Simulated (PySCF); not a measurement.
## Electronic structure of C₃H₈OPSi₂ (SMILES CO[SiH2]C#C[SiH]P) (doublet) in real space

```tsv
atom	x (Å)	y (Å)	z (Å)
C	2.2576	-1.4330	0.5199
O	2.3505	-0.2500	1.2491
Si	1.2010	0.5474	2.0737
C	-0.2503	0.9090	0.9727
C	-1.2021	1.0483	0.2279
Si	-2.5045	1.3757	-1.0218
P	-2.6696	-0.3271	-2.4551
H	2.0547	-2.2814	1.1790
H	1.4592	-1.3720	-0.2247
H	3.2100	-1.5952	0.0127
H	0.6795	-0.2394	3.1995
H	1.9525	1.7401	2.4335
H	-3.7916	1.6235	-0.3556
H	-1.4306	-0.1332	-3.0439
H	-3.3205	0.3952	-3.4435
```

Geometry: GFN2-xTB.

Computed with UKS B3LYP, pcH-1 on C H O P Si, non-relativistic, mean-field spin-orbit, GIAO in PySCF 2.14.0, density-fitted response routines.

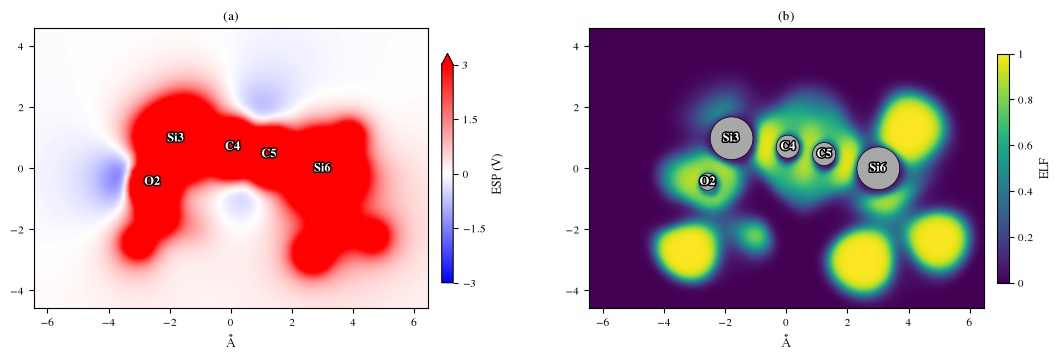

Figure 1. (a) molecular electrostatic potential; (b) electron localisation function on the plane of atoms O2, Si3 and C4. Grey discs cover the atomic cores in the ELF map.

Interpret the plot.

The plane passes through O, Si and C nuclei.
C–C (1.22 Å): the ELF peaks at about 0.85 between the atoms: a multiple bond.
Si–O (1.62 Å): the ELF peaks at about 0.85 between the atoms; a short, strongly polar bond.
C–Si (1.83 Å): the ELF peaks at about 0.95 between the atoms, as expected for a shared electron pair.
The ELF also peaks beside O2, away from the bonds: non-bonding electrons, paired or unpaired.
Outside the dense part of the molecule the potential is most negative (−1.4 V) near O2.

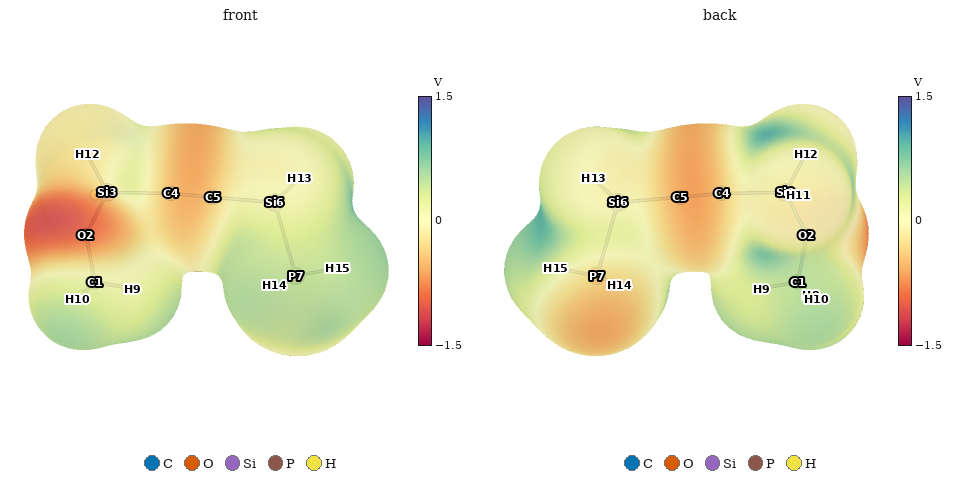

Figure 2. The electrostatic potential painted on the density surface at 0.001 e/bohr³, seen from the front and from behind; red is negative and blue positive.

Describe the electrostatic potential map.

The most negative region (about −1.1 V) lies over O2, the most positive (about +0.9 V) over Si3, Si6 and P7. O2 is the likeliest acceptor of a hydrogen bond.
